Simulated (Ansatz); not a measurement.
# Zn3Se2S: a trial structure relaxed

The task: take a trial cell of Zn3Se2S to zero force and stress.

Method: DFT PBE, scalar-relativistic, plane waves, PAW, in Ansatz 0.2.0.

**1. The system as given**

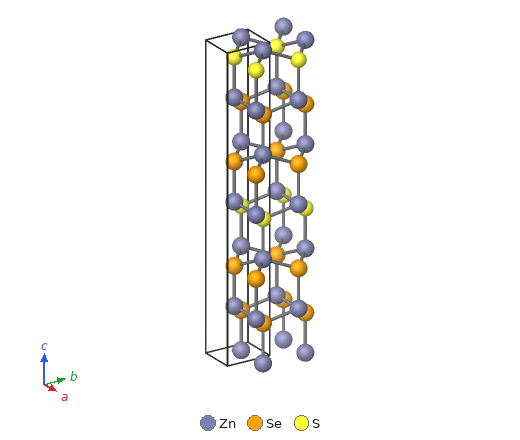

The starting structure, seen slightly off an axis (zinc blue, selenium orange, sulfur yellow). 2×2×1 cells are drawn. Atoms on the faces are drawn again on the opposite ones.

Coordinates:

```xyz
12
Lattice="3.8797 0.0000 0.0000 -1.9399 3.3600 0.0000 0.0000 0.0000 19.0394" Properties=species:S:1:pos:R:3 pbc="T T T"
Zn    0.0000    2.2400    0.0000
Zn    0.0000    2.2400    6.3465
Zn    0.0000    2.2400   12.6929
Zn    1.9399    1.1200    3.1732
Zn    1.9399    1.1200    9.5197
Zn    1.9399    1.1200   15.8661
Se    0.0000    2.2400    2.4434
Se    0.0000    2.2400   15.1363
Se    1.9399    1.1200    5.6166
Se    1.9399    1.1200   11.9631
S     0.0000    2.2400    8.7898
S     1.9399    1.1200   18.3095
```

The start is an ordering of an alloy on its end members' structure types: elements ordered on the sites of the ZnS type, S/Se on S (P6_3mc, No. 186).

**2. The guess as it stands, on a coarse mesh**

Input file input.yaml:

```yaml
crystal:
  lattice:
    - [3.87974646, 0.0, 0.0]
    - [-1.93987323, 3.35995899, 0.0]
    - [0.0, 0.0, 19.03937168]
  atoms:
    - { symbol: Zn, position: [0.33333333, 0.66666667, 0.0] }
    - { symbol: Zn, position: [0.33333333, 0.66666667, 0.33333333] }
    - { symbol: Zn, position: [0.33333333, 0.66666667, 0.66666667] }
    - { symbol: Zn, position: [0.66666667, 0.33333333, 0.16666667] }
    - { symbol: Zn, position: [0.66666667, 0.33333333, 0.5] }
    - { symbol: Zn, position: [0.66666667, 0.33333333, 0.83333333] }
    - { symbol: Se, position: [0.33333333, 0.66666667, 0.12833333] }
    - { symbol: Se, position: [0.33333333, 0.66666667, 0.795] }
    - { symbol: Se, position: [0.66666667, 0.33333333, 0.295] }
    - { symbol: Se, position: [0.66666667, 0.33333333, 0.62833333] }
    - { symbol: S, position: [0.33333333, 0.66666667, 0.46166666] }
    - { symbol: S, position: [0.66666667, 0.33333333, 0.96166666] }
basis:
  ecutwfc: 420
kpoints:
  mp_grid: { grid: [6, 6, 1] }
hamiltonian:
  xc: pbe
scf:
  occupations: { method: gaussian, width: 0.1 }
  lower_state_search: "off"
output:
  forces: true
  stress: true
  eigenvalues: true
```

The run is started by

```sh
ansatz run input.yaml --threads 1 --pin off --max-ram 2560MiB --backend cpu --events-out ev --progress --plain --runs-dir out
```

Log, shortened:

```text
[...]
SCF converged after 8 iterations
Free energy (F): -43602.837791 eV
[...]
E sigma→0 (E₀):  -43602.837791 eV
Fermi energy:    8.111268 eV
[...]
--- Forces (eV/Å), atoms counted from 1 ---
  atom   1  Zn     0.00000000    -0.00000000    -0.25414733
  atom   2  Zn     0.00000000    -0.00000000     0.99579527
  atom   3  Zn     0.00000000    -0.00000000     0.41255135
  atom   4  Zn    -0.00000000     0.00000000     0.41255135
  atom   5  Zn    -0.00000000     0.00000000    -0.25414733
  atom   6  Zn     0.00000000     0.00000000     0.99579527
  atom   7  Se     0.00000000    -0.00000000    -0.53918609
  atom   8  Se     0.00000000    -0.00000000    -0.30744295
[...]
--- Stress (GPa, compression-positive) ---
        7.146597      -0.000000       0.000000
       -0.000000       7.146597      -0.000000
       -0.000000      -0.000000       4.512343
  P = ⅓ Tr σ = 6.2685 GPa (62.685 kbar)
--- Band table (eV; the first three rows and the last of 7) ---
[...]
```

It took 13 s on 1 thread of AMD EPYC 7R43 (Zen 3), shared host; peak memory 0.55 GiB.

From the probe: pressure 6.3 GPa, largest force 1.00 eV/Å, gap on this mesh 1.83 eV. A cheap, loose relaxation comes first.

**3. A loose first relaxation**

Changes to input.yaml since step 2:

```diff
@@ -31 +31,6 @@
   eigenvalues: true
+relax:
+  adjacent_minimum: "off"
+  f_tol: 0.04
+  max_steps: 70
+  cell: { stress_tol: 0.4 }
```

The run is started by

```sh
ansatz run input.yaml --threads 1 --pin off --max-ram 2560MiB --backend cpu --events-out ev --progress --plain --runs-dir out
```

Log:

```text
Warning: RAYON_NUM_THREADS=1 ignored (pool sized by the plan → 1); use --threads N
Engine: ansatz 0.2.0, x86_64-unknown-linux-gnu
Pseudopotentials: kind: paw
Pseudopotential: Zn, paw, valence charge 12, recommended cutoff 420 eV (normal), Zn.paw.azcp
Pseudopotential: Se, paw, valence charge 16, recommended cutoff 420 eV (normal), Se.paw.azcp
Pseudopotential: S, paw, valence charge 6, recommended cutoff 420 eV (normal), S.paw.azcp
Functional definition: PBE
  parameter kappa = 0.804
  parameter beta = 0.06672455060314922
  exchange = pbe_x(kappa = kappa, mu = beta*pi^2/3)
  correlation = pbe_c(beta = beta)
Crystal: 12 atoms, lattice volume = 248.193 Å³
Basis set: ecut = 420 eV, 4947 PW (Γ), exchange–correlation on 54×54×256 points (8 copies of the dense FFT grid, shifted against one another)
Bands: 89, of which v1, the nominal top of the filled ones, is band 74 counted from 1 (73 counted from 0)
Symmetry: 12 space group operations
Space group: P63mc (ITA 186), of the structure as read, at distance tolerance 6.3e-5 Å
k-points: 7 of 36
Non-local potential: Zn, projectors of the file, l = 0: 2, l = 1: 2, l = 2: 3, l = 3: 1
Non-local potential: Se, projectors of the file, l = 0: 2, l = 1: 2, l = 2: 3, l = 3: 1
Non-local potential: S, projectors of the file, l = 0: 2, l = 1: 2, l = 2: 2
PAW form: soft (Blöchl's): semilocal exchange-correlation on the pseudo side does not see the compensation charge
PAW one-centre angular grid: Zn, 590 points (default); XC on 64 Gauss nodes
PAW one-centre angular grid: Se, 590 points (default); XC on 64 Gauss nodes
PAW one-centre angular grid: S, 110 points (default); XC on 64 Gauss nodes
Initial density: superposition of atomic densities (neutral atoms: chi_scale 0, normalization atom), corrected by the library's trained network
Initial wavefunctions: pseudopotential atomic-orbital guess
Functional: x = pbe(κ = 0.804, μ = 0.2195149727645171), c = pbe(β = 0.06672455060314922)
SCF iter   1: F=—  HF=-43602.837431 eV  |F-HF|=—  |Δ(HF+E_count)|=         —  Δρ=5.24e-4  dr2=1.31e-3  ethr=1.77e-3  ⟨swp⟩=8.1  Hψ=2657  notcnv=0  defer=1
preconditioner: auto → Resta (q_TF=auto, 2.503 Å⁻¹)  ε∞=5.9  [insulator: Δε(μ)=1.837 eV  Ē_g=11.058 eV  σ=0.100 eV  W_gap=1.00  n_scr=80 (ndim 8)  ℏωp=24.5 eV  f_vac=0.074  D(μ)=0.00/eV (n_scr^D=0)  ε∞_Penn≈5.9]
SCF iter   2: F=—  HF=-43602.837701 eV  |F-HF|=—  |Δ(HF+E_count)|=   2.70e-4  Δρ=3.94e-4  dr2=6.09e-4  ethr=8.86e-7  ⟨swp⟩=2.1  Hψ=1246  notcnv=0  defer=1
SCF iter   3: F=—  HF=-43602.837764 eV  |F-HF|=—  |Δ(HF+E_count)|=   6.33e-5  Δρ=1.15e-4  dr2=6.53e-5  ethr=4.11e-7  ⟨swp⟩=2.0  Hψ=1084  notcnv=0  defer=1
SCF iter   4: F=—  HF=-43602.837796 eV  |F-HF|=—  |Δ(HF+E_count)|=   3.22e-5  Δρ=6.87e-5  dr2=1.85e-5  ethr=4.41e-8  ⟨swp⟩=2.0  Hψ=1084  notcnv=0  defer=1
SCF iter   5: F=—  HF=-43602.837791 eV  |F-HF|=—  |Δ(HF+E_count)|=   5.33e-6  Δρ=3.43e-5  dr2=3.26e-6  ethr=1.25e-8  ⟨swp⟩=2.0  Hψ=1084  notcnv=0  defer=1
SCF iter   6: F=—  HF=-43602.837792 eV  |F-HF|=—  |Δ(HF+E_count)|=   9.09e-7  Δρ=3.43e-5  dr2=2.00e-6  ethr=2.20e-9  ⟨swp⟩=2.0  Hψ=902  notcnv=0  defer=1
SCF iter   7: F=—  HF=-43602.837791 eV  |F-HF|=—  |Δ(HF+E_count)|=   1.10e-6  Δρ=6.19e-6  dr2=1.09e-7  ethr=1.35e-9  ⟨swp⟩=2.0  Hψ=902  notcnv=0  defer=1
SCF iter   8: F=-43602.837791 eV  HF=-43602.837791 eV  |F-HF|=7.15e-9  |Δ(HF+E_count)|=   1.07e-7  Δρ=1.75e-6  dr2=7.68e-9  ethr=6.76e-11  ⟨swp⟩=9.9  Hψ=2924  notcnv=0
SCF 1 converged in 8 iterations: F = -43602.837791 eV  dr2 = 7.68e-9
relax step   1: F+E_penalty+E_count = -43602.83779109 eV  Δ(F+E_penalty+E_count) = +0.000e0 eV  max|allowed force component| = 9.958e-1 eV/Å  Δτ_max = 0.0000 Å  P = +6.269 GPa  Ω = 248.193 Å³  (8 SCF iters, dr2 threshold 1.00e-7 eV, accepted)
[... 15 lines left out ...]
relax step   2: F+E_penalty+E_count = -43603.33979628 eV  Δ(F+E_penalty+E_count) = -5.020e-1 eV  max|allowed force component| = 4.399e-1 eV/Å  Δτ_max = 0.0838 Å  P = +1.557 GPa  Ω = 263.032 Å³  energy of the carried Pulay correction = -5.779e-3 eV  (8 SCF iters, dr2 threshold 1.20e-6 eV, accepted)
[... 12 lines left out ...]
relax step   3: F+E_penalty+E_count = -43603.40316230 eV  Δ(F+E_penalty+E_count) = -6.337e-2 eV  max|allowed force component| = 1.187e-1 eV/Å  Δτ_max = 0.0356 Å  P = +0.090 GPa  Ω = 268.713 Å³  energy of the carried Pulay correction = -7.904e-3 eV  (7 SCF iters, dr2 threshold 1.20e-6 eV, accepted)
[... 11 lines left out ...]
relax step   4: F+E_penalty+E_count = -43603.40740100 eV  Δ(F+E_penalty+E_count) = -4.239e-3 eV  max|allowed force component| = 5.448e-2 eV/Å  Δτ_max = 0.0172 Å  P = -0.050 GPa  Ω = 269.340 Å³  energy of the carried Pulay correction = -8.136e-3 eV  (6 SCF iters, dr2 threshold 8.80e-7 eV, accepted)
[... 10 lines left out ...]
relax step   5: F+E_penalty+E_count = -43603.40843234 eV  Δ(F+E_penalty+E_count) = -1.031e-3 eV  max|allowed force component| = 8.531e-3 eV/Å  Δτ_max = 0.0089 Å  P = +0.007 GPa  Ω = 269.041 Å³  energy of the carried Pulay correction = -8.026e-3 eV  (6 SCF iters, dr2 threshold 1.86e-7 eV, accepted)
[... 13 lines left out ...]
relax step   6: F+E_penalty+E_count = -43603.41629425 eV  Δ(F+E_penalty+E_count) = -7.862e-3 eV  max|allowed force component| = 8.517e-3 eV/Å  Δτ_max = 0.0000 Å  P = +0.003 GPa  Ω = 269.041 Å³  stress off target by 3.46e-2 GPa  SCF on the basis re-selected at this cell (its energy is not comparable with the rows above)  (8 SCF iters)
basis re-selected at this cell: Δ(F+E_penalty+E_count) = -7.862e-3 eV, ΔP = -0.004 GPa vs the last step (what re-selecting the basis moved, of the pressure what is left beyond the Pulay correction that the steps carried, after the strain that the cell walked since its last selection, with what the two solves' SCF thresholds leave and, on support functions, any second-order correction that the steps lacked; it is no measure of the basis error at this ecutwfc). The dense FFT grid was sized anew with the basis: this SCF ran on 27×27×135 points, the steps before it on 27×27×128, so part of this shift can come from that change (see relax.cell in the input reference). This SCF's stress stands 3.46e-2 GPa from its target on what of the cell is left free (relax.cell.stress_tol is 4.00e-1 GPa) and its largest allowed force component is 8.52e-3 eV/Å (relax.f_tol is 4.00e-2 eV/Å): within both
SCF converged after 8 iterations
Free energy (F): -43603.416294 eV
Harris-Foulkes:  -43603.416294 eV  (|F-HF|=2.42e-9)
Internal energy: -43603.416294 eV  (E = F + TS)
E sigma→0 (E₀):  -43603.416294 eV
Fermi energy:    6.869881 eV
--- Per-component energies (eV) ---
  E_band       = -1565.278918
  E_kinetic    = 1472.901835
  E_local      = -22801.667756  (includes V_loc(G=0)·N_el)
  E_nonlocal   = 1360.909599
  E_hartree    = 10400.541542
  E_xc         = -1432.172213
  E_vxc        = -876.744276  (∫ρ·V_xc dr)
  E_paw        = -19816.984025  (= ΣΔE_a)
  E_vpaw       = -1521.757976  (= ΣTr[D̂ρ^β])
  E_aug_tail   = -0.004402  (compensation charges beyond the density's cutoff)
  E_ewald      = -12786.940874
  E_smearing   = -0.000000  (= −TS)
  E_closure    = 0.000000  (closes the sum)
  Σ components = -43603.416294   (vs F -43603.416294, Δ=0.00e0)
--- Forces (eV/Å), atoms counted from 1 ---
  atom   1  Zn     0.00000000    -0.00000000     0.00301297
  atom   2  Zn    -0.00000000    -0.00000000    -0.00800981
  atom   3  Zn     0.00000000    -0.00000000     0.00216705
  atom   4  Zn    -0.00000000     0.00000000     0.00216705
  atom   5  Zn     0.00000000     0.00000000     0.00301297
  atom   6  Zn     0.00000000     0.00000000    -0.00800981
  atom   7  Se     0.00000000    -0.00000000     0.00851710
  atom   8  Se     0.00000000    -0.00000000    -0.00462307
  atom   9  Se     0.00000000     0.00000000    -0.00462307
  atom  10  Se     0.00000000     0.00000000     0.00851710
  atom  11  S      0.00000000    -0.00000000    -0.00106323
  atom  12  S      0.00000000     0.00000000    -0.00106323
  max |Σ_I F_I| component: 2.04e-6 eV/Å
--- Stress (GPa, compression-positive) ---
       -0.013231       0.000000      -0.000000
        0.000000      -0.013231       0.000000
       -0.000000       0.000000       0.034585
  P = ⅓ Tr σ = 0.0027 GPa (0.027 kbar)
--- Band table (eV; the first three rows and the last of 7) ---
  k-point 0: bands = ["-40.5539", "-40.5539", "-40.5518", "-40.5518", "-40.5498", "-40.5498", "-40.5498", "-40.5498", "-40.5471", "-40.5471", "-40.5471", "-40.5471", "-40.5425", "-40.5425", "-40.5425", "-40.5425", "-40.5388", "-40.5388", "-40.5388", "-40.5388", "-6.9503", "-6.7900", "-6.7613", "-6.4027", "-6.3700", "-6.1663", "-0.3638", "-0.3638", "-0.3637", "-0.3637", "-0.3253", "-0.3124", "-0.2459", "-0.2112", "-0.2112", "-0.2036", "-0.2036", "-0.1773", "-0.1773", "-0.1690", "-0.1690", "-0.1354", "-0.1163", "0.0044", "0.0044", "0.0058", "0.0058", "0.1136", "0.1136", "0.1164", "0.1164", "0.1378", "0.1378", "0.1388", "0.1388", "0.2435", "1.0066", "2.1022", "2.2339", "4.1383", "4.3147", "5.0286", "5.0286", "5.0666", "5.0666", "5.6995", "5.6995", "5.8385", "5.8385", "5.9839", "6.1128", "6.1128", "6.2173", "6.2173", "7.5172", "8.4601", "8.7265", "8.9294", "9.0053", "9.0711", "11.7617", "11.9718", "11.9718", "12.0822", "12.0822", "12.2185", "12.2870", "12.3035", "12.3035"]
[... 3 lines left out ...]
--- Relaxed structure (5 steps of the walk, 5 accepted, 1 SCFs on fresh bases) ---
  F+E_penalty+E_count = -43603.41629425 eV   max|allowed force component| = 8.517e-3 eV/Å   (the final SCF, on the basis selected at the relaxed cell)
  cell:  # Å, volume = 269.0412 Å³
    - [3.9813156879078675, -3.758816612233936e-18, 2.4374425064668485e-33]
    - [-1.9906578439539337, 3.4479205262137316, -1.047104413325757e-33]
    - [1.1961444991186212e-32, 9.724752025354641e-34, 19.599042755650064]
  atoms:
    - { symbol: Zn, position: [0.3333333333333332, 0.6666666666666664, -0.003007203971437081] }
    - { symbol: Zn, position: [0.3333333333333332, 0.6666666666666664, 0.34003158666882777] }
    - { symbol: Zn, position: [0.3333333333333332, 0.6666666666666664, 0.6684736247601126] }
    - { symbol: Zn, position: [0.6666666666666666, 0.3333333333333332, 0.16847362476011263] }
    - { symbol: Zn, position: [0.6666666666666666, 0.3333333333333332, 0.49699279602856283] }
    - { symbol: Zn, position: [0.6666666666666666, 0.3333333333333332, 0.8400315866688276] }
    - { symbol: Se, position: [0.3333333333333332, 0.6666666666666664, 0.12396328787312527] }
    - { symbol: Se, position: [0.3333333333333332, 0.6666666666666664, 0.7950844736776486] }
    - { symbol: Se, position: [0.6666666666666666, 0.3333333333333332, 0.29508447367764856] }
    - { symbol: Se, position: [0.6666666666666666, 0.3333333333333332, 0.6239632878731252] }
    - { symbol: S, position: [0.3333333333333332, 0.6666666666666664, 0.4604542209917226] }
    - { symbol: S, position: [0.6666666666666666, 0.3333333333333332, 0.9604542209917225] }
```

It took 1.7 min on 1 thread of AMD EPYC 7R43 (Zen 3), shared host; peak memory 0.62 GiB.

The steps of the relaxation:

```csv
step,E - E(step 1) (eV/cell),largest force component (eV/Å),pressure (GPa),volume (Å³)
1,0.0000,0.9958,6.27,248.19
2,-0.5020,0.4399,1.56,263.03
3,-0.5654,0.1187,0.09,268.71
4,-0.5696,0.0545,-0.05,269.34
5,-0.5706,0.0085,0.01,269.04
6,-0.5785,0.0085,0.00,269.04
```

Step 1 is the start. Step 6 repeats the geometry before it on a plane-wave basis chosen anew for that cell, so its energy need not be comparable with the rows above.

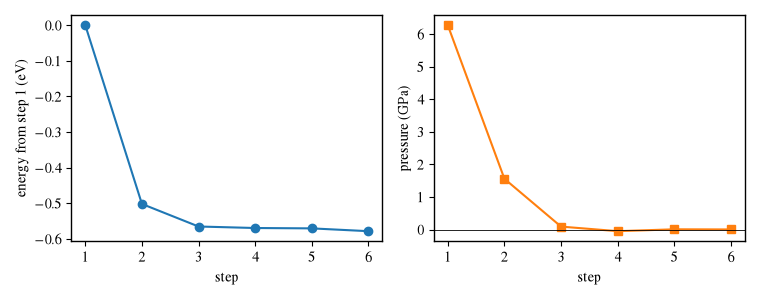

Energy and pressure along the relaxation.

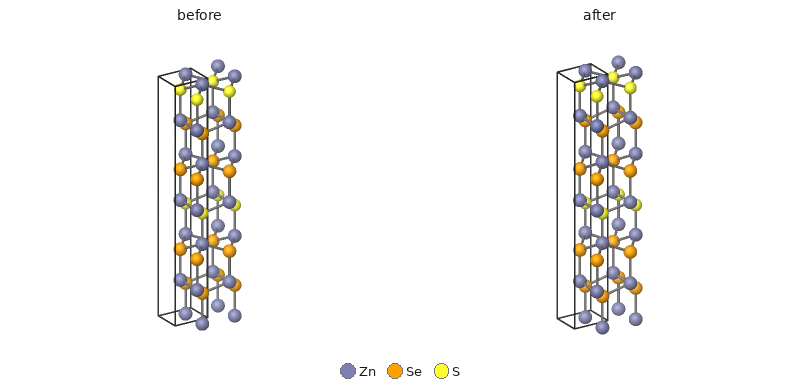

Before and after, at one scale.

|  | before | after | change |
| --- | --- | --- | --- |
| a (Å) | 3.880 | 3.981 | +2.6 % |
| b (Å) | 3.880 | 3.981 | +2.6 % |
| c (Å) | 19.039 | 19.599 | +2.9 % |
| volume (Å³/atom) | 20.68 | 22.42 | +8.4 % |
| shortest distance (Å) | 2.356 | 2.360 | +0.2 % |
| space group (0.01 Å) | P6_3mc | P6_3mc | same |

The run keeps the 12 symmetry operations of the start, so it could not have lowered the symmetry.

(Part 1 of 2 ends here.)
